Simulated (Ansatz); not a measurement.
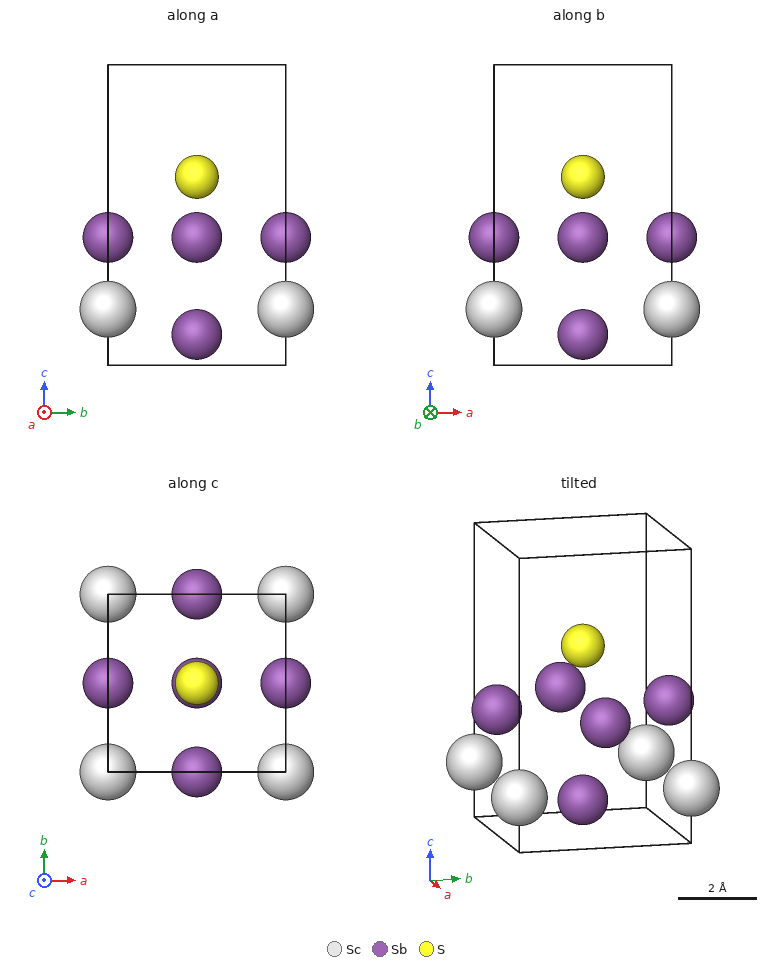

An orthographic spheres-only view of the structure, along the a axis, along the b axis, along the c axis and slightly off an axis. Lines trace the edges of the conventional unit cell.

Lattice parameters: a = 4.574 Å, b = 4.574 Å, c = 7.736 Å, α = 90.00°, β = 90.00°, γ = 90.00°. Put a along x and b in the xy plane.

### Set out the cell and atoms as a POSCAR file, with free fractional coordinates to two decimals.

```
Sc Sb S
1.0
     4.574    0.000    0.000
     0.000    4.574    0.000
     0.000    0.000    7.736
Sc Sb S
1 3 1
Direct
  0.00 0.00 0.19
  0.50 0.50 0.10
  0.00 0.50 0.43
  0.50 0.00 0.43
  0.50 0.50 0.63
```

The model was built from a structure type filled with these elements by a generator (whether the compound takes this form wasn't checked). The structure drawn was relaxed with DFT PBE, scalar-relativistic, plane waves, PAW in Ansatz 0.2.0.
